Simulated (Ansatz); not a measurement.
The reference is NaI in the rock salt structure (space group Fm-3m, No. 225; a = 6.4021 Å). Axes: x, y, z lie along the cube axes.

Modification: the cell is stretched by 2.00 % along z with no lateral relaxation; the atoms relax in the strained cell.

Computed with PBEsol, PAW, 420 eV (Ansatz, a program for electronic structure; scalar-relativistic without spin-orbit coupling).

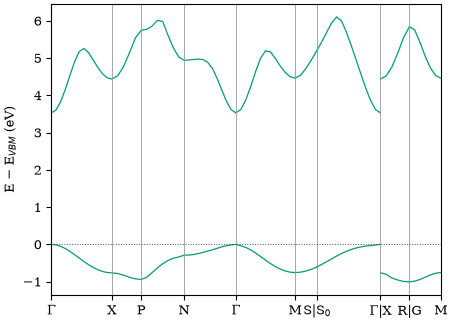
Highest valence and lowest conduction band along the path of the changed cell's own zone

Read the changed gap and its character from the plot.

About 3.5 eV, direct at Γ.

Spin-orbit coupling, missing from the scalar runs, can matter with I. Stability against distortions was not tested. k-point labels follow each cell's own Brillouin zone.
